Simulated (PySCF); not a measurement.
Input

```
{"job": {"kind": "nmr", "xc": "PBE0", "basis": "pcSseg-1", "pop": false}, "charge": 0, "multiplicity": 1}
C     -1.506474     1.048148     1.241892
N     -1.668528    -0.006113     0.270179
B     -0.783062    -0.997476    -0.109653
N     -1.309480    -1.887403    -1.180041
Si     1.014936    -1.207099     0.662303
N      2.098333    -0.100714    -0.160703
Si     1.766806     1.373427    -0.987425
H     -1.548393     2.029807     0.761206
H     -2.295144     1.002311     1.998852
H     -0.541461     0.945378     1.733136
H     -2.563283     0.036401    -0.201194
H     -0.721463    -1.883117    -2.004024
H     -1.377672    -2.855254    -0.892058
H      1.669127    -2.522986     0.462407
H      1.187692    -0.972259     2.120476
H      3.069878    -0.239805     0.068509
H      0.591840     1.152796    -1.832478
H      1.491045     2.490890    -0.068735
H      2.955379     1.683558    -1.785601
```

Run with:

```sh
OMP_NUM_THREADS=1 python ens_run.py task.json out
```

Geometry: GFN2-xTB.

Level of theory: PySCF 2.14.0, PBE0/pcSseg-1, SCF density, gas phase, non-relativistic.

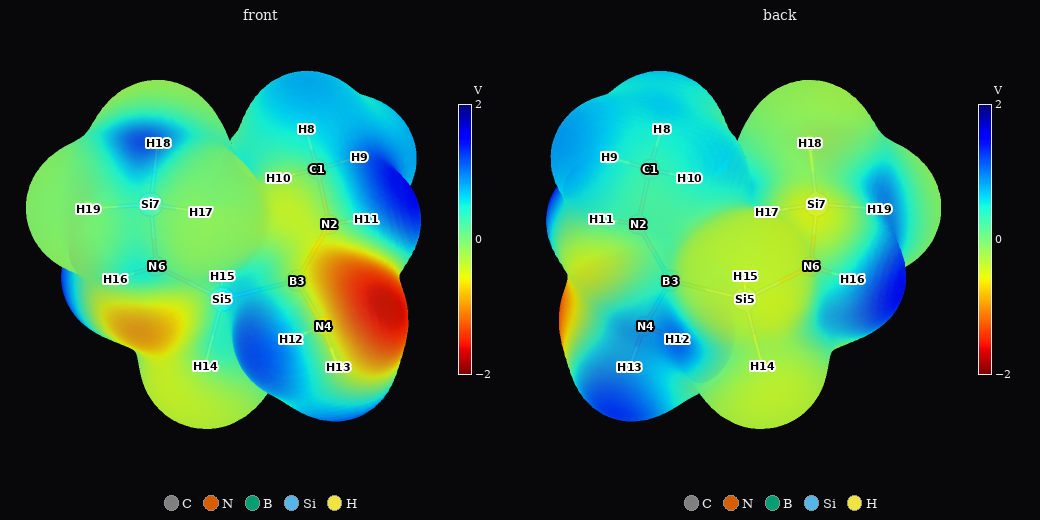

CH12BN3Si2. The molecular electrostatic potential painted on the density surface at 0.002 e/bohr³, seen from the front and from behind; the colour scale runs from red (negative) to blue (positive).

### Describe the electrostatic potential map.

The most negative region (about −1.7 V, or −39 kcal/mol for a unit charge) lies over N4, the most positive (about +1.5 V, or +35 kcal/mol for a unit charge) over H11 and H16. N4 is the likeliest acceptor of a hydrogen bond.

### How polar is the molecule by this calculation?

Its dipole moment is 1.00 D.
